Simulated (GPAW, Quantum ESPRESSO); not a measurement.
The O K edge of atom 2 in MnH2O2 (Pyrochroite, P-3m1), with 1 H at 0.99 Å and 3 Mn at 2.13 Å (distorted tetrahedral, site symmetry 3m), was computed in 2 ways: excited-electron core hole (neutral cell) and no core hole. Program and functional: GPAW, LDA, Gaussian full width 0.9 eV up to 4 eV, rising linearly to 3.5 eV at 25 eV; cells of 5 and 15 atoms (the run without a hole in the smaller).

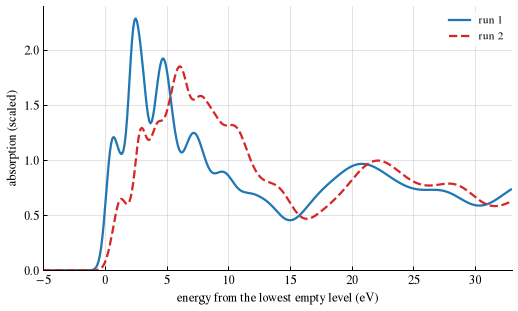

Each run is counted from its own lowest empty level or Fermi level and scaled to a mean of 1 over its first 20 eV.

Which run is which?

Run 1: excited-electron core hole (neutral cell) (area from −2 to 6 eV 9.2, main maxima 0.7 eV (1.21), 2.5 eV (2.29), 4.7 eV (1.92) and 7.2 eV (1.25)). Run 2: no core hole (area from −2 to 6 eV 6.2, main maxima 1.3 eV (0.65), 3.0 eV (1.29), 6.1 eV (1.85), 7.7 eV (1.58) and 22.1 eV (1.00)). With each curve scaled to its own mean, the area from −2 to 6 eV with the hole is 9.2 against 6.2, and the centre of weight from −1 to 20 eV moves by -0.9 eV: the hole pulls the absorber's empty states down.

[Hosts, paths, dates, database ids (printed as entryN), source tags and the programs' standing remarks are cut or masked in the printed files.]

[Lists of maxima count a maximum above −3 eV only where it reaches 4 % of the highest in the window and stands out from its surroundings by 2 % of it (1.5 % where it reaches 55 %); shoulders and weaker maxima are passed over, and of the rest the first, up to two pre-edge ones and the few strongest are named.]
